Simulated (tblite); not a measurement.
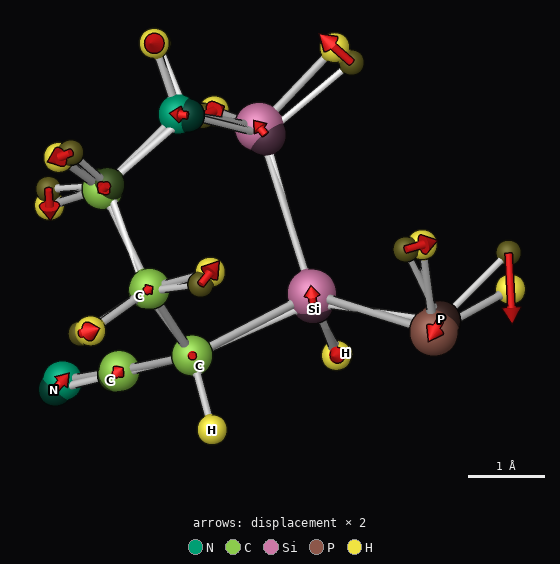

A relaxation of C4H11N2PSi2. The starting structure is drawn faded, the final one solid; red arrows show the displacements, magnified 2 times. The two geometries are superimposed by the best rigid fit.

The picture is a ball-and-stick view, seen face on.

These are results of GFN2-xTB geometry optimisation, gas phase in tblite 0.8.0, not measurements. 

> Atoms of which element are displaced furthest, and by how much?

Hydrogen: up to 0.49 Å, against 0.18 Å for phosphorus.

> What happened in the run?

After 90 geometry steps the energy has fallen by 8.68 kcal/mol. An H atom moves most after the best rigid fit: 0.49 Å. By element the largest moves are H 0.49 Å, P 0.18 Å, N 0.15 Å, Si 0.13 Å, C 0.12 Å. Some distances before and after: C–C 1.493 → 1.425 Å, H–P 1.419 → 1.382 Å, C–Si 1.905 → 1.942 Å, P–Si 2.233 → 2.254 Å. Bond angles that change, for instance: N–Si–H 106.2° → 116.0°, Si–N–H 107.7° → 116.7°, Si–Si–P 111.7° → 120.7°.
